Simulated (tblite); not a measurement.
**Run report: C2H6BGe, frequency calculation**

C2H6BGe, multiplicity 2, computed with GFN2-xTB harmonic vibrations, gas phase (tblite 0.8.0).

It belongs to a series of runs on one base structure; here: H removed from sp2 C.

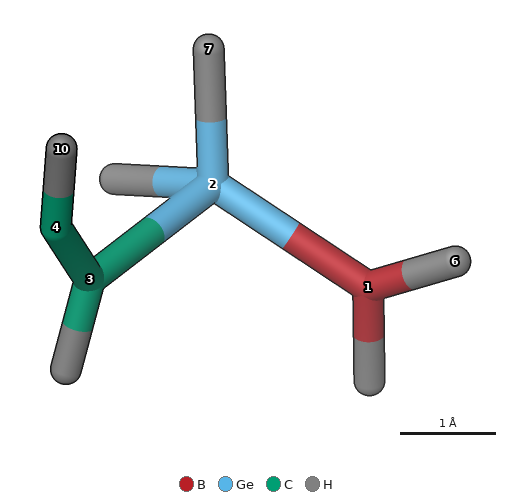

*The structure as given in the input (stick view, seen at a tilt; atoms are numbered from 1 in the order of the input). Sticks mark near contacts.*

Bond lengths as drawn: B–Ge 1.96 Å, B–H 1.17 Å, C–C 1.25 Å, C–Ge 2.18 Å, C–H 1.06 to 1.07 Å and Ge–H 1.52 Å.

### Key numbers

- outcome: converged
- total energy: −281.4386 eV
- zero-point energy: 37.8680 kcal/mol
- hardware: 1 CPU thread, shared host
- peak memory: 0.18 GiB

### Input
```
{"job": {"kind": "ir", "xc": "GFN2-xTB", "basis": "xTB"}, "charge": 0, "multiplicity": 2}
B      1.891311    -0.635147    -0.292208
Ge     0.552387     0.721926     0.150852
C     -1.369504    -0.141525    -0.393453
C     -2.254563    -0.354969     0.457173
H      2.234037    -0.772409    -1.401451
H      2.254820    -1.388120     0.524071
H      0.255241     1.189513     1.562516
H      0.357752     2.004480    -0.640957
H     -1.349736    -0.249510    -1.459137
H     -2.562862    -0.369585     1.470067
```

The first line tells a small driver script what to run in tblite; the rest is the geometry in Å.

Command:
```bash
OMP_NUM_THREADS=1 python <driver script> task.json out
```

### What the program printed
```
mode    cm-1     km/mol
  1      55.8      0.06
  2     106.9      2.52
  3     178.4      3.88
  4     207.1      3.77
  5     281.5     11.82
  6     353.2     39.19
  7     479.3      7.90
  8     547.2     28.95
  9     558.2     10.40
 10     613.1    254.65
 11     630.9     70.76
 12     675.5     61.19
 13     700.4     17.33
 14     861.8     43.27
 15     884.1    247.73
 16     950.4     55.40
 17    1145.1     47.48
 18    1817.3    159.34
 19    1852.4    393.74
 20    1923.9    659.10
 21    2629.1    143.51
 22    2670.6    125.48
 23    3098.9      4.36
 24    3268.2      2.10
```

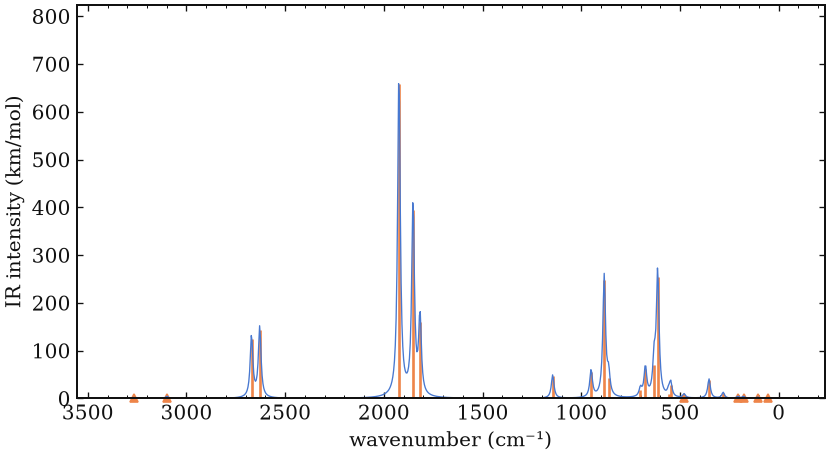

*Harmonic infrared spectrum, unscaled: sticks (degenerate modes added up, dark ones marked on the axis) with a Lorentzian envelope of 16 cm⁻¹ full width, scaled to the tallest stick.*

24 modes from 56 to 3268 cm⁻¹, none imaginary. The strongest line is at 1924 cm⁻¹ (659 km/mol).
